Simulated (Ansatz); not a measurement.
```yaml
crystal:
  lattice:
    - [3.13765, 0.00000, 0.00000]
    - [-1.56882, 2.71728, 0.00000]
    - [0.00000, 0.00000, 18.80784]
  atoms:
    - { symbol: Si, position: [0.66667, 0.33333, 0.26447] }
    - { symbol: Si, position: [0.33333, 0.66667, 0.13068] }
    - { symbol: Si, position: [0.00000, 0.00000, 0.99728] }
    - { symbol: Si, position: [0.33333, 0.66667, 0.80056] }
    - { symbol: Si, position: [0.66667, 0.33333, 0.66596] }
    - { symbol: Si, position: [0.00000, 0.00000, 0.39812] }
    - { symbol: Si, position: [0.33333, 0.66667, 0.53174] }
    - { symbol: Si, position: [0.33333, 0.66667, 0.92652] }
    - { symbol: C, position: [0.33333, 0.66667, 0.23115] }
    - { symbol: C, position: [0.00000, 0.00000, 0.09792] }
    - { symbol: C, position: [0.66667, 0.33333, 0.76821] }
    - { symbol: C, position: [0.33333, 0.66667, 0.63328] }
    - { symbol: C, position: [0.66667, 0.33333, 0.36518] }
    - { symbol: C, position: [0.00000, 0.00000, 0.49922] }
```

Space group P3m1; a generated structure, not necessarily the stable one.

All numbers below come from DFT PBE, scalar-relativistic, plane waves, PAW (Ansatz).

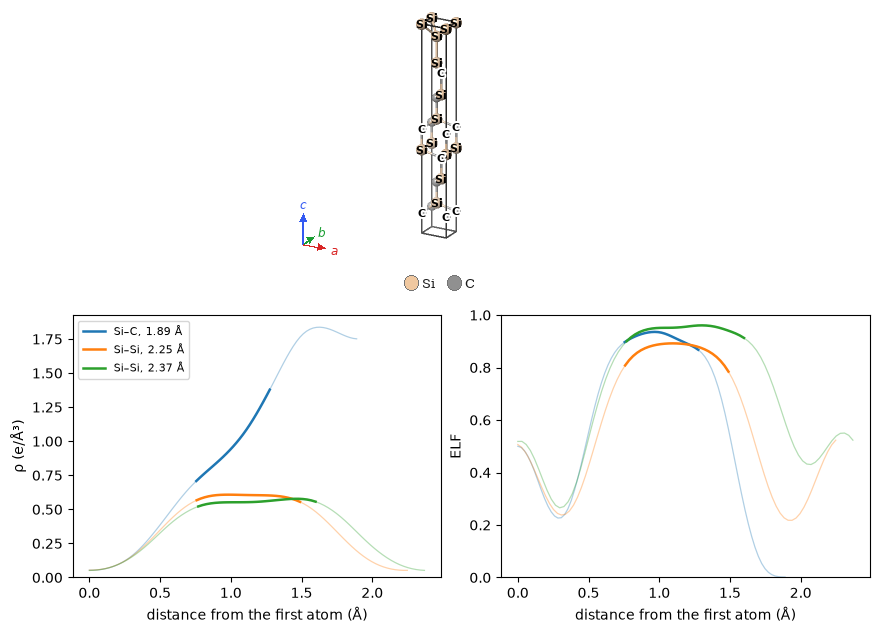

Si$_{4}$C$_{3}$. Valence pseudo-density and electron localisation function along straight lines between neighbouring atoms. Thin, pale parts lie inside the atomic spheres. The structure is drawn too.

The density is the valence pseudo-density of a PAW calculation; it isn't the true density close to the nuclei.

### What can be read from the curves?

Si–C (1.89 Å): the density is about 0.88 e/Å³ at the midpoint; the ELF peaks at about 0.95 between the atoms.
Si–Si (2.25 Å): the density is about 0.61 e/Å³ at the midpoint; the ELF peaks at about 0.90 between the atoms.
Si–Si (2.37 Å): ρ at the midpoint is about 0.56 e/Å³; the ELF peaks at about 0.95 between the atoms.
